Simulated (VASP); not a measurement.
Band structure of HfGe2 (space group Cmcm). All values below come from PBEsol GGA, VASP's PBE PAW potentials (set 64) (plane waves; VASP).

Unless said otherwise, spin-orbit coupling is left out, though it shifts the bands of the heavy elements here.

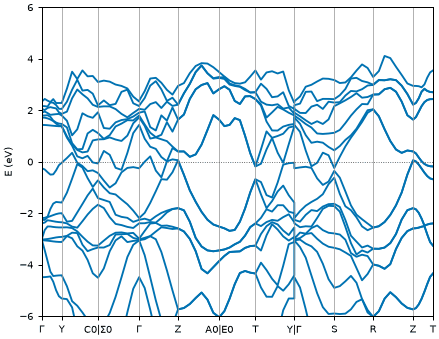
Bands along high-symmetry lines, zero at the valence-band maximum or, without a gap, the Fermi level

Q: Read the plot: is there a gap, and where are the band edges?

A: It has no gap at this level: it comes out as a metal or semimetal. (Edges off the drawn lines would not show.)

The structure comes from a measured HfGe2 entry (Cmcm) of the Crystallography Open Database, whose conditions weren't checked. It was relaxed first.
